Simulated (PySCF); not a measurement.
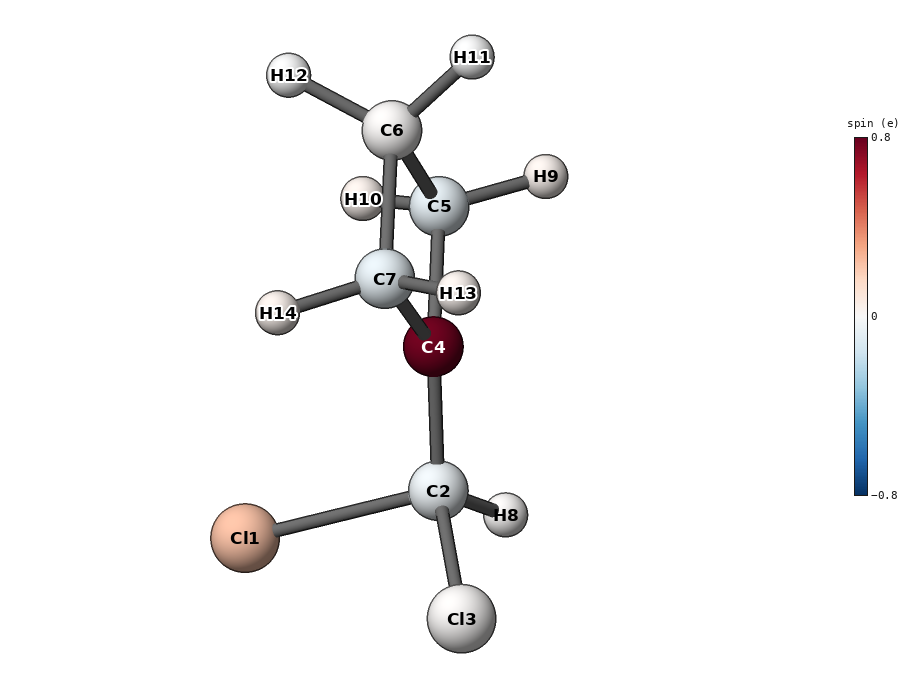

Atoms are coloured by their Mulliken spin populations. Charge 0, doublet. Computed geometry: GFN2-xTB optimisation. No frequency run is at hand to confirm it as a minimum. Method: UKS B3LYP, pcH-1 on C Cl H, non-relativistic (PySCF 2.14.0).

List the Mulliken spin populations.

```tsv
atom	value (e)
Cl1	0.24
C2	−0.04
Cl3	0.01
C4	0.77
C5	−0.07
C6	0.01
C7	−0.07
H8	0.01
H9	0.04
H10	0.04
H11	0.00
H12	0.00
H13	0.04
H14	0.04
```

Mulliken values depend strongly on the basis set.
